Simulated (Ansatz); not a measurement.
# A hypothetical structure for Be3N

Starting from a made-up structure for Be3N, the aim is the relaxed cell, its shortest contacts and, where a second run follows, its electronic structure.

Program: Ansatz 0.2.0. Level of theory: DFT, PBEsol, plane-wave PAW, files of the set soft_1, scalar-relativistic, no spin, cell and ions relaxed at zero pressure; PAW set soft_1, in the first sound run; inputs show where later runs differ. Results are calculated unless marked as measured.

**1. Starting point**

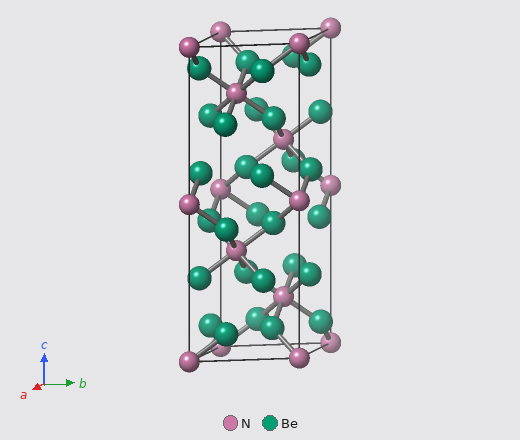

The cell as given, slightly off an axis (nitrogen pink, beryllium teal). This picture shows the conventional cell, with its axes. Some periodic images of atoms are drawn too.

**2. Relaxation of the guess**

The guess takes its coordinates from another compound and its volume from a rule, so the cell and any free coordinates are relaxed together.

Input file input.yaml:

```yaml
crystal:
  lattice:
    - [2.1865, 1.262376364, 4.086]
    - [-2.1865, 1.262376364, 4.086]
    - [0.0, -2.524752727, 4.086]
  atoms:
    - { symbol: "N", position: [0.5, 0.5, 0.5] }
    - { symbol: "N", position: [0.0, 0.0, 0.0] }
    - { symbol: Be, position: [0.076250002, 0.75, 0.423749998] }
    - { symbol: Be, position: [0.75, 0.423749998, 0.076250002] }
    - { symbol: Be, position: [0.423749998, 0.076250002, 0.75] }
    - { symbol: Be, position: [0.923749998, 0.25, 0.576250002] }
    - { symbol: Be, position: [0.25, 0.576250002, 0.923749998] }
    - { symbol: Be, position: [0.576250002, 0.923749998, 0.25] }
kpoints:
  mp_grid: { grid: [7, 7, 7] }
scf:
  occupations: { method: fermi_dirac, width: 0.05 }
hamiltonian:
  xc: pbesol
  pseudopotentials: { kind: paw, azcp: { folder: soft_1 }, xc_functional: pbe }
relax:
  f_tol: 0.015
  max_steps: 70
  cell: {}
output:
  forces: true
  stress: true
```

Run with:

```console
$ ansatz run input.yaml --threads 4 --pin off --max-ram 10240MiB --backend cpu --events-out ev --progress --plain --runs-dir out
```

Numbers of over 12 decimals in the logs are rounded to 6 here.

What it wrote:

```text
Engine: ansatz 0.2.0, x86_64-unknown-linux-gnu
Pseudopotentials: kind: paw
Pseudopotential: N, paw, valence charge 5, recommended cutoff 420 eV (normal), soft_1/N.paw.azcp
Pseudopotential: Be, paw, valence charge 2, recommended cutoff 420 eV (normal), soft_1/Be.paw.azcp
Functional definition: PBEsol
  exchange = pbesol_x
  correlation = pbesol_c
Crystal: 8 atoms, lattice volume = 67.669 Å³
Basis set: ecut = 420 eV, 1333 PW (Γ), exchange–correlation on 72×72×72 points (8 copies of the dense FFT grid, shifted against one another)
Bands: 19, of which v1, the nominal top of the filled ones, is band 11 counted from 1 (10 counted from 0)
Symmetry: 12 space group operations
Space group: R-3c (ITA 167), of the structure as read, at distance tolerance 4.1e-5 Å
k-points: 44 of 343
Non-local potential: N, projectors of the file, l = 0: 2, l = 1: 2, l = 2: 1
Non-local potential: Be, projectors of the file, l = 0: 2, l = 1: 2, l = 2: 1
PAW form: soft (Blöchl's): semilocal exchange-correlation on the pseudo side does not see the compensation charge
PAW frozen core: N, regenerated for the run's functional, and the local potential with it (the file was generated under x = pbe(κ = 0.804, μ = 0.219515), c = pbe(β = 0.066725))
PAW frozen core: Be, regenerated for the run's functional, and the local potential with it (the file was generated under x = pbe(κ = 0.804, μ = 0.219515), c = pbe(β = 0.066725))
PAW one-centre angular grid: N, 110 points (default); XC on 64 Gauss nodes
PAW one-centre angular grid: Be, 110 points (default); XC on 64 Gauss nodes
Initial density: superposition of atomic densities (chi_scale 0.1, normalization cell, long waves kept (reshape's long-wave potential 0.02 eV rms))
Initial wavefunctions: pseudopotential atomic-orbital guess
Functional: x = pbesol(κ = 0.804, μ = 0.123457), c = pbesol(β = 0.046)
SCF iter   1: F=—  HF=-1300.546811 eV  |F-HF|=—  |Δ(HF+E_count)|=         —  Δρ=4.61e-2  dr2=1.80e0  ethr=3.10e-3  ⟨swp⟩=6.7  Hψ=4532  notcnv=0  defer=14
preconditioner: auto → Kerker (q_TF=auto, 2.262 Å⁻¹)  [metal: Δε(μ)=0.011 eV  Ē_g=11.926 eV  σ=0.050 eV  W_gap=0.05  n_scr=14 (ndim 8)  ℏωp=21.2 eV  f_vac=0.000  D(μ)=3.61/eV (n_scr^D=34)]
SCF iter   2: F=—  HF=-1300.141987 eV  |F-HF|=—  |Δ(HF+E_count)|=   4.05e-1  Δρ=2.11e-2  dr2=2.05e-1  ethr=3.10e-3  ⟨swp⟩=2.2  Hψ=1833  notcnv=0  defer=82
SCF iter   3: F=—  HF=-1300.107872 eV  |F-HF|=—  |Δ(HF+E_count)|=   3.41e-2  Δρ=9.81e-3  dr2=5.03e-2  ethr=9.32e-4  ⟨swp⟩=1.0  Hψ=754  notcnv=0  defer=82
SCF iter   4: F=—  HF=-1300.098074 eV  |F-HF|=—  |Δ(HF+E_count)|=   9.80e-3  Δρ=8.47e-4  dr2=4.63e-4  ethr=2.29e-4  ⟨swp⟩=2.0  Hψ=957  notcnv=0  defer=82
SCF iter   5: F=—  HF=-1300.098006 eV  |F-HF|=—  |Δ(HF+E_count)|=   6.79e-5  Δρ=9.91e-5  dr2=8.14e-6  ethr=2.10e-6  ⟨swp⟩=2.8  Hψ=1226  notcnv=0  defer=82
SCF iter   6: F=—  HF=-1300.098005 eV  |F-HF|=—  |Δ(HF+E_count)|=   1.50e-6  Δρ=1.64e-5  dr2=1.95e-7  ethr=3.70e-8  ⟨swp⟩=2.5  Hψ=1071  notcnv=0  defer=82
SCF iter   7: F=-1300.098005 eV  HF=-1300.098005 eV  |F-HF|=1.25e-9  |Δ(HF+E_count)|=   5.96e-8  Δρ=2.77e-6  dr2=4.85e-9  ethr=4.55e-10  ⟨swp⟩=4.0  Hψ=2242  notcnv=0
SCF 1 converged in 7 iterations: F = -1300.098005 eV  dr2 = 4.85e-9
  greatest PAW one-centre occupation: 0.793 electrons in one spin orbital (limit 2), on the N atom at site 1 (counted from 0), in its partial waves of l = 0
relax step   1: F+E_penalty+E_count = -1300.09800482 eV  Δ(F+E_penalty+E_count) = +0.000e0 eV  max|allowed force component| = 2.324e-1 eV/Å  Δτ_max = 0.0000 Å  P = -14.093 GPa  Ω = 67.669 Å³  (7 SCF iters, dr2 threshold 1.00e-7 eV, accepted)
Crystal: 8 atoms, lattice volume = 62.864 Å³
Basis set: ecut = 420 eV, 1225 PW (Γ), exchange–correlation on 72×72×72 points (8 copies of the dense FFT grid, shifted against one another)
Initial density: handed on by an earlier stage of this run
Initial wavefunctions: those handed on with the density
iter 1 solved again at ethr=9.14e-5 eV; its pass at ethr=3.10e-3 eV (dr2=2.01e-2 eV) is discarded
SCF iter   1: F=—  HF=-1300.379292 eV  |F-HF|=—  |Δ(HF+E_count)|=         —  Δρ=5.61e-3  dr2=2.06e-2  ethr=9.14e-5  ⟨swp⟩=1.6  Hψ=5332  notcnv=0
preconditioner: auto → Kerker (q_TF=auto, 2.290 Å⁻¹)  [metal: Δε(μ)=0.005 eV  Ē_g=12.105 eV  σ=0.050 eV  W_gap=0.02  n_scr=14 (ndim 8)  ℏωp=22.0 eV  f_vac=0.000  D(μ)=3.39/eV (n_scr^D=32)]
SCF iter   2: F=—  HF=-1300.375011 eV  |F-HF|=—  |Δ(HF+E_count)|=   4.28e-3  Δρ=2.92e-3  dr2=6.04e-3  ethr=9.14e-5  ⟨swp⟩=2.1  Hψ=1198  notcnv=0
SCF iter   3: F=—  HF=-1300.373473 eV  |F-HF|=—  |Δ(HF+E_count)|=   1.54e-3  Δρ=1.09e-3  dr2=8.41e-4  ethr=2.74e-5  ⟨swp⟩=1.0  Hψ=836  notcnv=0
SCF iter   4: F=—  HF=-1300.373195 eV  |F-HF|=—  |Δ(HF+E_count)|=   2.78e-4  Δρ=9.53e-5  dr2=4.11e-6  ethr=3.82e-6  ⟨swp⟩=2.1  Hψ=1323  notcnv=0
SCF iter   5: F=—  HF=-1300.373189 eV  |F-HF|=—  |Δ(HF+E_count)|=   5.90e-6  Δρ=1.48e-5  dr2=1.07e-7  ethr=3.64e-9  ⟨swp⟩=4.0  Hψ=2397  notcnv=0
SCF iter   6: F=-1300.373189 eV  HF=-1300.373189 eV  |F-HF|=8.22e-10  |Δ(HF+E_count)|=   1.77e-8  Δρ=2.00e-6  dr2=2.59e-9  ethr=4.87e-10  ⟨swp⟩=2.0  Hψ=2342  notcnv=0
SCF 2 converged in 6 iterations: F = -1300.373189 eV  dr2 = 2.59e-9
  greatest PAW one-centre occupation: 0.794 electrons in one spin orbital (limit 2), on the N atom at site 1 (counted from 0), in its partial waves of l = 0
relax step   2: F+E_penalty+E_count = -1300.37318901 eV  Δ(F+E_penalty+E_count) = -2.752e-1 eV  max|allowed force component| = 2.552e-1 eV/Å  Δτ_max = 0.0276 Å  P = -6.019 GPa  Ω = 62.864 Å³  energy of the carried Pulay correction = +5.201e-3 eV  (6 SCF iters, dr2 threshold 8.00e-7 eV, accepted)
Crystal: 8 atoms, lattice volume = 60.408 Å³
Basis set: ecut = 420 eV, 1153 PW (Γ), exchange–correlation on 72×72×72 points (8 copies of the dense FFT grid, shifted against one another)
iter 1 solved again at ethr=1.24e-4 eV; its pass at ethr=3.10e-3 eV (dr2=2.72e-2 eV) is discarded
SCF iter   1: F=—  HF=-1300.440596 eV  |F-HF|=—  |Δ(HF+E_count)|=         —  Δρ=6.17e-3  dr2=2.80e-2  ethr=1.24e-4  ⟨swp⟩=2.0  Hψ=4771  notcnv=0
preconditioner: auto → Kerker (q_TF=auto, 2.306 Å⁻¹)  [metal: Δε(μ)=0.040 eV  Ē_g=12.470 eV  σ=0.050 eV  W_gap=0.20  n_scr=14 (ndim 8)  ℏωp=22.4 eV  f_vac=0.000  D(μ)=3.10/eV (n_scr^D=26)]
SCF iter   2: F=—  HF=-1300.433626 eV  |F-HF|=—  |Δ(HF+E_count)|=   6.97e-3  Δρ=1.43e-3  dr2=1.24e-3  ethr=1.24e-4  ⟨swp⟩=2.5  Hψ=1518  notcnv=0
SCF iter   3: F=—  HF=-1300.433405 eV  |F-HF|=—  |Δ(HF+E_count)|=   2.21e-4  Δρ=8.35e-4  dr2=3.54e-4  ethr=5.62e-6  ⟨swp⟩=1.0  Hψ=836  notcnv=0
SCF iter   4: F=—  HF=-1300.433291 eV  |F-HF|=—  |Δ(HF+E_count)|=   1.14e-4  Δρ=8.05e-5  dr2=2.75e-6  ethr=1.61e-6  ⟨swp⟩=2.1  Hψ=1151  notcnv=0
SCF iter   5: F=-1300.433290 eV  HF=-1300.433290 eV  |F-HF|=1.54e-8  |Δ(HF+E_count)|=   2.18e-7  Δρ=1.12e-5  dr2=4.66e-8  ethr=3.64e-9  ⟨swp⟩=4.0  Hψ=2362  notcnv=0
SCF 3 converged in 5 iterations: F = -1300.433290 eV  dr2 = 4.66e-8
  greatest PAW one-centre occupation: 0.795 electrons in one spin orbital (limit 2), on the N atom at site 1 (counted from 0), in its partial waves of l = 0
relax step   3: F+E_penalty+E_count = -1300.43329030 eV  Δ(F+E_penalty+E_count) = -6.010e-2 eV  max|allowed force component| = 8.860e-2 eV/Å  Δτ_max = 0.0108 Å  P = +0.165 GPa  Ω = 60.408 Å³  energy of the carried Pulay correction = +8.011e-3 eV  (5 SCF iters, dr2 threshold 8.00e-7 eV, accepted)
Crystal: 8 atoms, lattice volume = 60.589 Å³
Basis set: ecut = 420 eV, 1177 PW (Γ), exchange–correlation on 72×72×72 points (8 copies of the dense FFT grid, shifted against one another)
iter 1 solved again at ethr=1.65e-5 eV; its pass at ethr=3.10e-3 eV (dr2=3.62e-3 eV) is discarded
SCF iter   1: F=—  HF=-1300.438021 eV  |F-HF|=—  |Δ(HF+E_count)|=         —  Δρ=2.00e-3  dr2=3.60e-3  ethr=1.65e-5  ⟨swp⟩=2.6  Hψ=4891  notcnv=0
preconditioner: auto → Kerker (q_TF=auto, 2.304 Å⁻¹)  [metal: Δε(μ)=0.043 eV  Ē_g=12.446 eV  σ=0.050 eV  W_gap=0.20  n_scr=14 (ndim 8)  ℏωp=22.4 eV  f_vac=0.000  D(μ)=2.89/eV (n_scr^D=20)]
SCF iter   2: F=—  HF=-1300.437209 eV  |F-HF|=—  |Δ(HF+E_count)|=   8.12e-4  Δρ=8.71e-4  dr2=7.05e-4  ethr=1.63e-5  ⟨swp⟩=2.2  Hψ=1184  notcnv=0
SCF iter   3: F=—  HF=-1300.436995 eV  |F-HF|=—  |Δ(HF+E_count)|=   2.14e-4  Δρ=3.66e-4  dr2=1.40e-4  ethr=3.21e-6  ⟨swp⟩=1.0  Hψ=836  notcnv=0
SCF iter   4: F=—  HF=-1300.436930 eV  |F-HF|=—  |Δ(HF+E_count)|=   6.53e-5  Δρ=4.16e-5  dr2=6.20e-7  ethr=6.38e-7  ⟨swp⟩=2.2  Hψ=1005  notcnv=0
SCF iter   5: F=-1300.436930 eV  HF=-1300.436930 eV  |F-HF|=2.07e-9  |Δ(HF+E_count)|=   1.36e-7  Δρ=5.01e-6  dr2=1.22e-8  ethr=2.23e-9  ⟨swp⟩=4.0  Hψ=2266  notcnv=0
SCF 4 converged in 5 iterations: F = -1300.436930 eV  dr2 = 1.22e-8
relax step   4: F+E_penalty+E_count = -1300.43692980 eV  Δ(F+E_penalty+E_count) = -3.640e-3 eV  max|allowed force component| = 2.117e-2 eV/Å  Δτ_max = 0.0112 Å  P = +0.107 GPa  Ω = 60.589 Å³  energy of the carried Pulay correction = +7.800e-3 eV  (5 SCF iters, dr2 threshold 4.91e-7 eV, accepted)
Crystal: 8 atoms, lattice volume = 60.686 Å³
iter 1 solved again at ethr=1.17e-6 eV; its pass at ethr=3.10e-3 eV (dr2=2.58e-4 eV) is discarded
SCF iter   1: F=—  HF=-1300.437156 eV  |F-HF|=—  |Δ(HF+E_count)|=         —  Δρ=5.35e-4  dr2=2.59e-4  ethr=1.17e-6  ⟨swp⟩=2.1  Hψ=4487  notcnv=0
preconditioner: auto → Kerker (q_TF=auto, 2.304 Å⁻¹)  [metal: Δε(μ)=0.044 eV  Ē_g=12.432 eV  σ=0.050 eV  W_gap=0.21  n_scr=14 (ndim 8)  ℏωp=22.4 eV  f_vac=0.000  D(μ)=2.87/eV (n_scr^D=20)]
SCF iter   2: F=—  HF=-1300.437100 eV  |F-HF|=—  |Δ(HF+E_count)|=   5.64e-5  Δρ=2.47e-4  dr2=5.66e-5  ethr=1.17e-6  ⟨swp⟩=2.0  Hψ=1142  notcnv=0
SCF iter   3: F=—  HF=-1300.437073 eV  |F-HF|=—  |Δ(HF+E_count)|=   2.64e-5  Δρ=9.78e-5  dr2=1.03e-5  ethr=2.57e-7  ⟨swp⟩=1.0  Hψ=836  notcnv=0
SCF iter   4: F=-1300.437069 eV  HF=-1300.437069 eV  |F-HF|=5.25e-9  |Δ(HF+E_count)|=   4.04e-6  Δρ=1.20e-5  dr2=4.79e-8  ethr=4.24e-10  ⟨swp⟩=3.4  Hψ=3012  notcnv=0
SCF 5 converged in 4 iterations: F = -1300.437069 eV  dr2 = 4.79e-8
relax step   5: F+E_penalty+E_count = -1300.43706902 eV  Δ(F+E_penalty+E_count) = -1.392e-4 eV  max|allowed force component| = 7.730e-4 eV/Å  Δτ_max = 0.0035 Å  P = -0.003 GPa  Ω = 60.686 Å³  energy of the carried Pulay correction = +7.687e-3 eV  (4 SCF iters, dr2 threshold 9.32e-8 eV, accepted)
Basis set: ecut = 420 eV, 1177 PW (Γ), exchange–correlation on 64×64×64 points (8 copies of the dense FFT grid, shifted against one another)
Initial wavefunctions: pseudopotential atomic-orbital guess (no wavefunctions were taken with the density)
iter 1 solved again at ethr=2.07e-8 eV; its pass at ethr=3.10e-3 eV (dr2=4.55e-6 eV) is discarded
SCF iter   1: F=—  HF=-1300.432918 eV  |F-HF|=—  |Δ(HF+E_count)|=         —  Δρ=2.60e-4  dr2=5.10e-6  ethr=2.07e-8  ⟨swp⟩=3.0  Hψ=6734  notcnv=0
preconditioner: auto → Kerker (q_TF=auto, 2.304 Å⁻¹)  [metal: Δε(μ)=0.025 eV  Ē_g=12.435 eV  σ=0.050 eV  W_gap=0.12  n_scr=14 (ndim 8)  ℏωp=22.4 eV  f_vac=0.000  D(μ)=2.88/eV (n_scr^D=20)]
SCF iter   2: F=—  HF=-1300.432928 eV  |F-HF|=—  |Δ(HF+E_count)|=   1.02e-5  Δρ=1.33e-4  dr2=1.33e-6  ethr=2.07e-8  ⟨swp⟩=3.0  Hψ=1403  notcnv=0
SCF iter   3: F=—  HF=-1300.432930 eV  |F-HF|=—  |Δ(HF+E_count)|=   2.22e-6  Δρ=2.81e-5  dr2=6.57e-8  ethr=6.03e-9  ⟨swp⟩=2.0  Hψ=1256  notcnv=0
SCF iter   4: F=—  HF=-1300.432930 eV  |F-HF|=—  |Δ(HF+E_count)|=   9.33e-8  Δρ=1.61e-6  dr2=8.75e-10  ethr=2.99e-10  ⟨swp⟩=2.0  Hψ=1192  notcnv=0
SCF iter   5: F=-1300.432930 eV  HF=-1300.432930 eV  |F-HF|=2.91e-11  |Δ(HF+E_count)|=  2.19e-10  Δρ=2.51e-7  dr2=4.09e-11  ethr=1.00e-12  ⟨swp⟩=4.3  Hψ=2446  notcnv=0
SCF 6 converged in 5 iterations: F = -1300.432930 eV  dr2 = 4.09e-11
relax step   6: F+E_penalty+E_count = -1300.43293033 eV  Δ(F+E_penalty+E_count) = +4.139e-3 eV  max|allowed force component| = 8.480e-4 eV/Å  Δτ_max = 0.0000 Å  P = -0.150 GPa  Ω = 60.686 Å³  stress off target by 1.55e-1 GPa  SCF on the basis re-selected at this cell (its energy is not comparable with the rows above)  (5 SCF iters)
basis re-selected at this cell: Δ(F+E_penalty+E_count) = +4.139e-3 eV, ΔP = -0.147 GPa vs the last step (what re-selecting the basis moved, of the pressure what is left beyond the Pulay correction that the steps carried, after the strain that the cell walked since its last selection, with what the two solves' SCF thresholds leave and, on support functions, any second-order correction that the steps lacked; it is no measure of the basis error at this ecutwfc). The dense FFT grid was sized anew with the basis: this SCF ran on 32×32×32 points, the steps before it on 36×36×36, so part of this shift can come from that change (see relax.cell in the input reference). [rest of the remark cut]
Crystal: 8 atoms, lattice volume = 60.624 Å³
iter 1 solved again at ethr=2.44e-8 eV; its pass at ethr=3.10e-3 eV (dr2=5.38e-6 eV) is discarded
SCF iter   1: F=—  HF=-1300.433031 eV  |F-HF|=—  |Δ(HF+E_count)|=         —  Δρ=9.51e-5  dr2=5.64e-6  ethr=2.44e-8  ⟨swp⟩=2.1  Hψ=4465  notcnv=0
preconditioner: auto → Kerker (q_TF=auto, 2.304 Å⁻¹)  [metal: Δε(μ)=0.026 eV  Ē_g=12.443 eV  σ=0.050 eV  W_gap=0.13  n_scr=14 (ndim 8)  ℏωp=22.4 eV  f_vac=0.000  D(μ)=2.88/eV (n_scr^D=20)]
SCF iter   2: F=—  HF=-1300.433034 eV  |F-HF|=—  |Δ(HF+E_count)|=   3.65e-6  Δρ=3.95e-5  dr2=9.39e-7  ethr=2.44e-8  ⟨swp⟩=2.9  Hψ=1375  notcnv=0
SCF iter   3: F=—  HF=-1300.433034 eV  |F-HF|=—  |Δ(HF+E_count)|=   1.87e-7  Δρ=1.80e-5  dr2=2.06e-7  ethr=4.27e-9  ⟨swp⟩=1.0  Hψ=836  notcnv=0
SCF iter   4: F=-1300.433034 eV  HF=-1300.433034 eV  |F-HF|=1.67e-10  |Δ(HF+E_count)|=   5.91e-8  Δρ=1.16e-6  dr2=6.92e-10  ethr=2.72e-10  ⟨swp⟩=4.0  Hψ=2296  notcnv=0
SCF 7 converged in 4 iterations: F = -1300.433034 eV  dr2 = 6.92e-10
relax step   7: F+E_penalty+E_count = -1300.43303395 eV  Δ(F+E_penalty+E_count) = -1.036e-4 eV  max|allowed force component| = 4.676e-5 eV/Å  Δτ_max = 0.0003 Å  P = +0.000 GPa  Ω = 60.624 Å³  energy of the carried Pulay correction = +7.505e-5 eV  (4 SCF iters, dr2 threshold 5.98e-8 eV, accepted)
iter 1 solved again at ethr=2.55e-9 eV; its pass at ethr=3.10e-3 eV (dr2=5.62e-7 eV) is discarded
SCF iter   1: F=—  HF=-1300.432921 eV  |F-HF|=—  |Δ(HF+E_count)|=         —  Δρ=5.41e-6  dr2=3.15e-9  ethr=2.55e-9  ⟨swp⟩=3.0  Hψ=6902  notcnv=0
preconditioner: auto → Kerker (q_TF=auto, 2.304 Å⁻¹)  [metal: Δε(μ)=0.026 eV  Ē_g=12.442 eV  σ=0.050 eV  W_gap=0.13  n_scr=14 (ndim 8)  ℏωp=22.4 eV  f_vac=0.000  D(μ)=2.88/eV (n_scr^D=20)]
SCF iter   2: F=—  HF=-1300.432926 eV  |F-HF|=—  |Δ(HF+E_count)|=   4.92e-6  Δρ=2.77e-6  dr2=8.06e-10  ethr=1.43e-11  ⟨swp⟩=2.0  Hψ=1335  notcnv=0
SCF iter   3: F=—  HF=-1300.432926 eV  |F-HF|=—  |Δ(HF+E_count)|=  9.08e-10  Δρ=8.47e-7  dr2=9.65e-11  ethr=3.66e-12  ⟨swp⟩=1.9  Hψ=1066  notcnv=0
SCF iter   4: F=-1300.432926 eV  HF=-1300.432926 eV  |F-HF|=2.27e-12  |Δ(HF+E_count)|=  7.98e-11  Δρ=7.89e-8  dr2=4.54e-12  ethr=1.00e-12  ⟨swp⟩=3.8  Hψ=2080  notcnv=0
SCF 8 converged in 4 iterations: F = -1300.432926 eV  dr2 = 4.54e-12
  greatest PAW one-centre occupation: 0.795 electrons in one spin orbital (limit 2), on the N atom at site 0 (counted from 0), in its partial waves of l = 0
relax step   8: F+E_penalty+E_count = -1300.43292628 eV  Δ(F+E_penalty+E_count) = +1.077e-4 eV  max|allowed force component| = 5.743e-5 eV/Å  Δτ_max = 0.0000 Å  P = -0.002 GPa  Ω = 60.624 Å³  stress off target by 3.60e-3 GPa  SCF on the basis re-selected at this cell (its energy is not comparable with the rows above)  (4 SCF iters)
basis re-selected at this cell: Δ(F+E_penalty+E_count) = +1.077e-4 eV, ΔP = -0.002 GPa vs the last step (what re-selecting the basis moved, of the pressure what is left beyond the Pulay correction that the steps carried, after the strain that the cell walked since its last selection, with what the two solves' SCF thresholds leave and, on support functions, any second-order correction that the steps lacked; it is no m [...]
SCF converged after 4 iterations
Free energy (F): -1300.432926 eV
Harris-Foulkes:  -1300.432926 eV  (|F-HF|=2.27e-12)
Internal energy: -1300.409836 eV  (E = F + TS)
E sigma→0 (E₀):  -1300.421381 eV
Entropy (-TS):   -0.023090 eV (-2.886 meV/atom)
Fermi energy:    9.416530 eV
--- Per-component energies (eV) ---
  E_band       = 30.308280
  E_kinetic    = 388.932848
  E_local      = -474.672672  (includes V_loc(G=0)·N_el)
  E_nonlocal   = 92.343196
  E_hartree    = 174.266242
  E_xc         = -239.902474
  E_vxc        = -275.311319  (∫ρ·V_xc dr)
  E_paw        = -586.222806  (= ΣΔE_a)
  E_vpaw       = -49.518098  (= ΣTr[D̂ρ^β])
  E_aug_tail   = 0.001810  (compensation charges beyond the density's cutoff)
  E_ewald      = -655.269365
  E_core_change = 0.113385  (= ΣΔE_core)
  E_smearing   = -0.023090  (= −TS)
  E_closure    = -0.000000  (closes the sum)
  Σ components = -1300.432926   (vs F -1300.432926, Δ=0.00e0)
--- Forces (eV/Å), atoms counted from 1 ---
  atom   1  N     -0.00000000     0.00000000     0.00000000
  atom   2  N      0.00000000     0.00000000    -0.00000000
  atom   3  Be     0.00002872     0.00004974    -0.00000000
  atom   4  Be     0.00002872    -0.00004974     0.00000000
  atom   5  Be    -0.00005743    -0.00000000     0.00000000
  atom   6  Be    -0.00002872    -0.00004974     0.00000000
  atom   7  Be    -0.00002872     0.00004974    -0.00000000
  atom   8  Be     0.00005743     0.00000000    -0.00000000
  max |Σ_I F_I| component: 1.62e-17 eV/Å
--- Stress (GPa, compression-positive) ---
       -0.003596       0.000000       0.000000
        0.000000      -0.003596       0.000000
        0.000000       0.000000       0.002045
  P = ⅓ Tr σ = -0.0017 GPa (-0.017 kbar)
--- Relaxed structure (6 steps of the walk, 6 accepted, 2 SCFs on fresh bases) ---
  F+E_penalty+E_count = -1300.43292628 eV   max|allowed force component| = 5.743e-5 eV/Å   (the final SCF, on the basis selected at the relaxed cell)
  cell:  # Å, volume = 60.6238 Å³
    - [2.106525, 1.216203, 3.943838]
    - [-2.106525, 1.216203, 3.943838]
    - [0, -2.432405, 3.943838]
  atoms:
    - { symbol: N, position: [0.5, 0.5, 0.500000] }
    - { symbol: N, position: [1.278009952477054e-19, 0, 0] }
    - { symbol: Be, position: [0.075689, 0.75, 0.424311] }
    - { symbol: Be, position: [0.75, 0.424311, 0.075689] }
    - { symbol: Be, position: [0.424311, 0.075689, 0.75] }
    - { symbol: Be, position: [0.924311, 0.250000, 0.575689] }
    - { symbol: Be, position: [0.25, 0.575689, 0.924311] }
    - { symbol: Be, position: [0.575689, 0.924311, 0.250000] }
```

Wall time 6.3 s (4 threads of AMD EPYC 7B13 (Zen 3), shared host); peak memory 0.46 GiB.

Step by step:

```csv
step,energy less that of the first step (eV),largest force component (eV/Å),pressure (GPa),volume (Å³)
1,0.0000,0.2324,-14.09,67.67
2,-0.2752,0.2552,-6.02,62.86
3,-0.3353,0.0886,0.16,60.41
4,-0.3389,0.0212,0.11,60.59
5,-0.3391,0.0008,0.00,60.69
6*,-0.3349,0.0008,-0.15,60.69
7,-0.3350,0.0000,0.00,60.62
8*,-0.3349,0.0001,0.00,60.62
```

Relaxation steps marked * repeat the geometry before them on a plane-wave basis chosen anew for their cell, so energy and pressure can jump there.

Forces are held to the 12 operations that the run works with; a distortion that breaks them can't arise in this run.

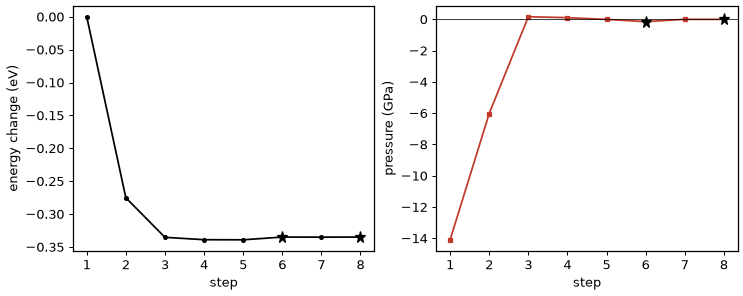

Energy and pressure along the relaxation. Stars mark steps on a basis chosen anew.

```csv
"conventional cell, symmetrised",before,after,change
a (Å),4.373,4.213,-3.7 %
b (Å),4.373,4.213,-3.7 %
c (Å),12.258,11.832,-3.5 %
volume (Å³/atom),8.46,7.58,-10.4 %
```

This step gave:

```
free energy             : -1300.4329 eV
energy at zero smearing : -1300.4214 eV
smearing term TS        : 0.02309 eV
Fermi energy            : 9.417 eV
electrons               : 22
symmetry operations     : 12
pressure                : -0.001715 GPa
```

The shortest distance of each pair, which need not be the same contact before and after:

```csv
pair,guess (Å),relaxed (Å)
Be–N,1.793,1.729
Be–Be,2.471,2.377
N–N,3.248,3.131
```

The relaxation ends with a largest force component of 5.7e-5 eV/Å and a pressure of 0.00 GPa.

(Continued in part 2 of 2.)

[Logs are printed without paths, hosts, clocks, repeated set-up lines and the standing remarks that a program may print on its own settings, such as how far it seeks lower states.]

[Hosts, paths, dates, database ids (printed as entryN), source tags and the programs' standing remarks are cut or masked in the printed files.]
